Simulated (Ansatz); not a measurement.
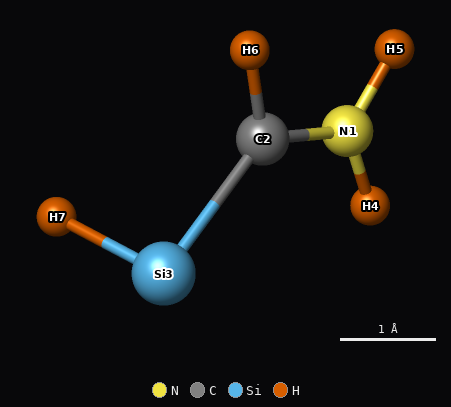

**Figure 1.** The input geometry (ball-and-stick view, seen at a tilt; atoms are numbered from 1 in the order of the input).

Single-point calculation of CH$_{4}$NSi (charge +1)

CH$_{4}$NSi, charge +1, computed with RHF-CCSD(T), frozen core/def2-TZVPP (Ansatz 0.2.0).

The geometry comes from this level: PBE0-D4/def2-TZVP.

Input
```yaml
crystal:
  periodic: [false, false, false]
  atoms:
    - {symbol: N, position_ang: [-0.827032, 0.359900, -0.598099]}
    - {symbol: C, position_ang: [0.154634, 0.244356, 0.227942]}
    - {symbol: Si, position_ang: [1.889816, -0.529775, 0.137435]}
    - {symbol: H, position_ang: [-0.820705, -0.074296, -1.513660]}
    - {symbol: H, position_ang: [-1.667387, 0.879380, -0.367609]}
    - {symbol: H, position_ang: [-0.000551, 0.782962, 1.172509]}
    - {symbol: H, position_ang: [1.271227, -1.662529, 0.941481]}
basis:
  gaussian: {orbitals: def2-TZVPP}
total_charge: 1
correlation: {method: ccsd_t}
```

Hardware: 2 threads of Arm Neoverse V1, 23 GiB of memory available, shared host.

Launch command:
```bash
ansatz run in.yaml --threads 2 --pin off --events-out ev --progress --plain --max-ram 4352MiB
```

Output
```
Functional definition: HF
  name "HF"
  cite "Fock, Z. Phys. 61, 126 (1930) doi:10.1007/BF01340294"
  parent pbe
  exchange = exact_x
  correlation = 0
933 factors; integrals over basis functions are off by at most 1.0e-3 eV
mean field evaluation 1: about -10420.1350 eV, gradient 6.0e1 eV
mean field evaluation 2: about -10420.1396 eV, gradient 6.0e1 eV
mean field evaluation 4: about -10430.2452 eV, gradient 5.7e0 eV
mean field evaluation 8: about -10430.5283 eV, gradient 3.9e-1 eV
mean field evaluation 16: about -10430.2411 eV, gradient 5.7e0 eV
mean field evaluation 32: about -10414.8106 eV, gradient 3.2e1 eV
mean field -10430.53050985 eV, -383.3149261694 hartree, gradient 9.0e-6 eV, S^2 0.000000; 2 other end points of the search recorded, 0 dependent functions left out; unrestricted orbitals would lower it
mean field evaluation 64: about -10430.4856 eV, gradient 4.4e0 eV
7 core orbitals not correlated: weight in the atoms' cores, before any rotation towards them, 1.000 or more for the frozen orbitals, at most 0.000 for the correlated occupied ones
reference -10430.53050985 eV, -383.3149261694 hartree; 8, 8 occupied and 145, 145 virtual orbitals, 933 factors
second order -12.17449339 eV of doubles, -0.00000000 eV of singles
cycle   1  -12.68767910 eV  change   -5.1e-1 eV  update   9.5e-2
cycle   2  -13.09958229 eV  change   -4.1e-1 eV  update   3.4e-2
cycle   3  -13.20387199 eV  change   -1.0e-1 eV  update   2.0e-2
cycle   4  -13.19103309 eV  change    1.3e-2 eV  update   5.9e-3
cycle   5  -13.19208659 eV  change   -1.1e-3 eV  update   2.5e-3
cycle   6  -13.19230507 eV  change   -2.2e-4 eV  update   7.8e-4
cycle   7  -13.19190874 eV  change    4.0e-4 eV  update   3.8e-4
cycle   8  -13.19193555 eV  change   -2.7e-5 eV  update   1.8e-4
cycle   9  -13.19197364 eV  change   -3.8e-5 eV  update   8.9e-5
cycle  10  -13.19191436 eV  change    5.9e-5 eV  update   3.5e-5
cycle  11  -13.19194245 eV  change   -2.8e-5 eV  update   1.5e-5
cycle  12  -13.19194082 eV  change    1.6e-6 eV  update   7.2e-6
```

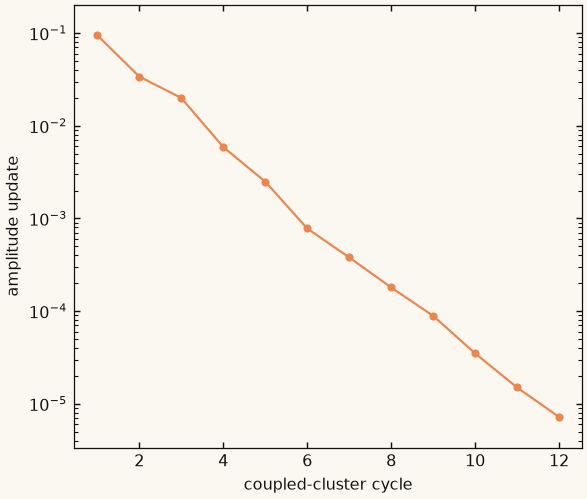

**Figure 2.** Convergence of the coupled-cluster equations: amplitude update against the coupled-cluster cycle. The residual falls at every step.

```
perturbative correction -0.55582886 eV, -0.0204263337 hartree
Total energy: -10444.27827952 eV, -383.8201473864 hartree
```

Results in brief

| quantity | value |
| --- | --- |
| outcome | converged |
| total energy | −10444.2783 eV |
| mean-field energy | −10430.5305 eV |
| CCSD correlation | −13.1919 eV |
| (T) correction | −0.5558 eV |
| T1 diagnostic | 0.018 |
| SCF solution under orbital rotations | stable within restricted orbitals |
| wall time | 16 s (CPU time 31 s) |
| peak memory | 1.1 GiB |
